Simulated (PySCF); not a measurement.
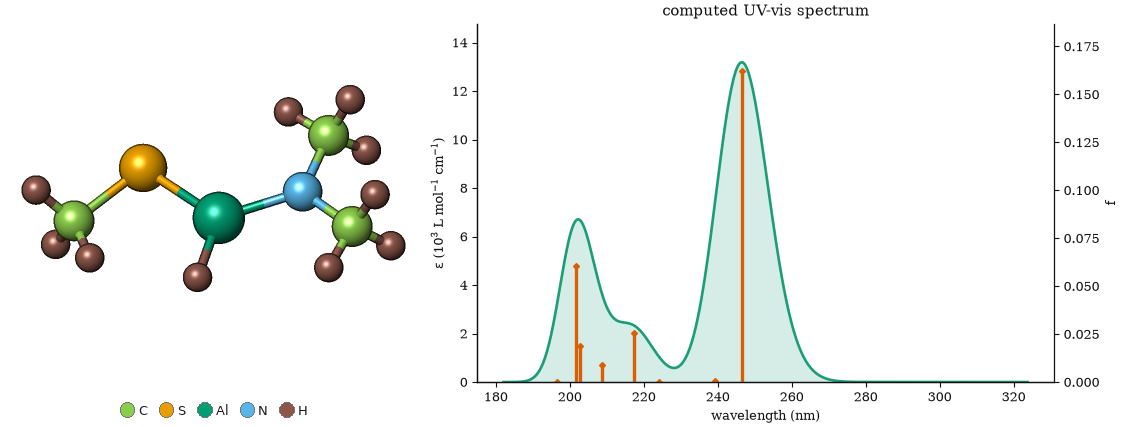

Computed absorption of C₃H₁₀AlNS, SMILES C[S][AlH][N](C)C, singlet. Vertical TDDFT excitations, PBE0/def2-SVPD with PySCF, at a GFN2-xTB geometry (no frequency check), gas phase. Only the first 8 singlet excitations are included; each is broadened by a Gaussian of 1/e half-width 0.20 eV. Sticks give oscillator strengths (right axis).

> Does any vertical transition fall in the visible?

No singlet lies below 3.1 eV (beyond 400 nm), so at this level no vertical transition falls in the visible.

> List the transitions behind the spectrum.

```csv
state,E (eV),λ (nm),f,main character
S1,5.03,247,0.162,HOMO → LUMO (98 %)
S2,5.18,239,0.001,HOMO → LUMO+1 (95 %)
S3,5.53,224,0.000,HOMO → LUMO+2 (82 %)
S4,5.71,217,0.026,HOMO−1 → LUMO (96 %)
S5,5.94,209,0.009,HOMO → LUMO+3 (49 %)
S6,6.11,203,0.019,HOMO → LUMO+3 (41 %)
S7,6.15,202,0.061,HOMO−1 → LUMO+2 (47 %)
S8,6.31,197,0.000,HOMO−2 → LUMO (95 %)
```

Note: the tight-binding geometry is rougher than a DFT one and adds to the error; one conformer of a flexible molecule; core orbitals are frozen in the response.
